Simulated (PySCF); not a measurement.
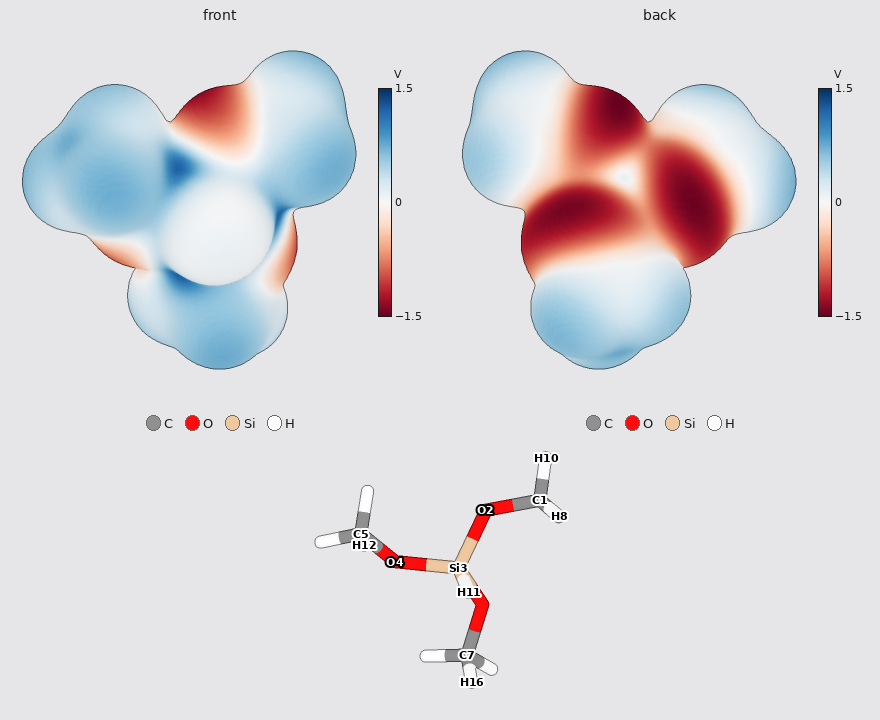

*C3H10O3Si (trimethoxysilane). The electrostatic potential painted on the density surface at 0.002 e/bohr³, seen from the front and from behind; red is negative and blue positive. The bare structure is drawn below in the same view.*

Geometry: PBE0-D3(BJ)/ma-def2-SVP.

Level of theory: DFT single point, gas phase, functional wB97X (PySCF).

```xyz
17

C     2.3673   -1.2104    0.6077
O     0.9654   -1.1486    0.6482
Si    0.0201   -0.0648   -0.1574
O    -1.5393   -0.2310    0.3514
C    -2.3398   -1.3743    0.2064
O     0.5390    1.4522    0.2249
C    -0.0541    2.6592   -0.1767
H     2.7447   -1.3351   -0.4236
H     2.8210   -0.3016    1.0378
H     2.6947   -2.0783    1.1988
H     0.1038   -0.2929   -1.6284
H    -2.3567   -1.7371   -0.8375
H    -1.9879   -2.1944    0.8551
H    -3.3698   -1.1185    0.4960
H     0.5510    3.4910    0.2131
H    -0.0954    2.7510   -1.2772
H    -1.0786    2.7559    0.2210
```

### Describe the electrostatic potential map.

The most negative region (about −1.5 V, or −35 kcal/mol for a unit charge) lies over O2, O4 and O6, the most positive (about +1.1 V, or +25 kcal/mol for a unit charge) over Si3.
